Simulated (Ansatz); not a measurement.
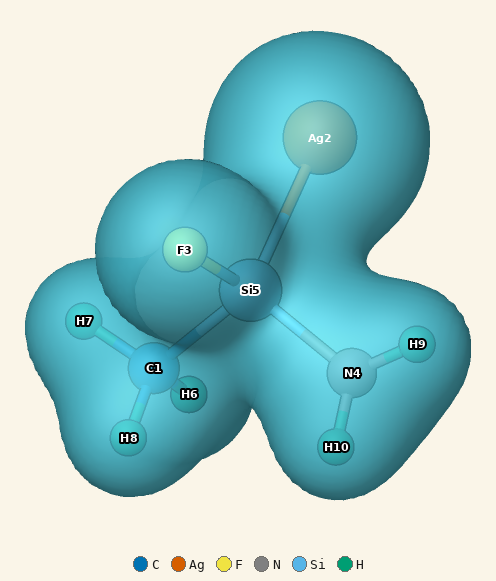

Figure. CH₅AgFNSi. Isosurface of the electron density at 0.1 e/Å³ (cyan), seen at an oblique angle.

Geometry: B3LYP-D3(BJ)/def2-SVP; core potentials replace the inner electrons of Ag.

Level of theory: Ansatz 0.2.0, isolated molecule in a Gaussian basis; Kohn-Sham density functional theory, functional PBE0.

```yaml
atoms:
  - { symbol: C, position_ang: [0.0536, 0.6100, 1.1181] }
  - { symbol: Ag, position_ang: [-3.1134, -1.0350, 0.4704] }
  - { symbol: F, position_ang: [-0.7931, 0.2038, -1.5251] }
  - { symbol: N, position_ang: [0.0880, -2.0320, -0.1030] }
  - { symbol: Si, position_ang: [-0.8153, -0.5612, -0.0616] }
  - { symbol: H, position_ang: [0.0305, 0.2168, 2.1460] }
  - { symbol: H, position_ang: [-0.4258, 1.6006, 1.1110] }
  - { symbol: H, position_ang: [1.1077, 0.7417, 0.8162] }
  - { symbol: H, position_ang: [-0.2738, -2.8428, -0.5947] }
  - { symbol: H, position_ang: [1.1044, -2.0018, -0.1493] }
```

How is the density connected at this value?

At this value the surface is in one piece. It bridges the sampled Si–F (1.65 Å), Si–N (1.73 Å), C–Si (1.88 Å) and Si–Ag (2.41 Å) contacts, where the density stays above the isovalue. On the grid the lowest density along these lines, outside the cores, is 0.88 e/Å³ (Si–F, 1.65 Å), 0.96 e/Å³ (Si–N, 1.73 Å), 0.84 e/Å³ (C–Si, 1.88 Å) and 0.53 e/Å³ (Si–Ag, 2.41 Å).
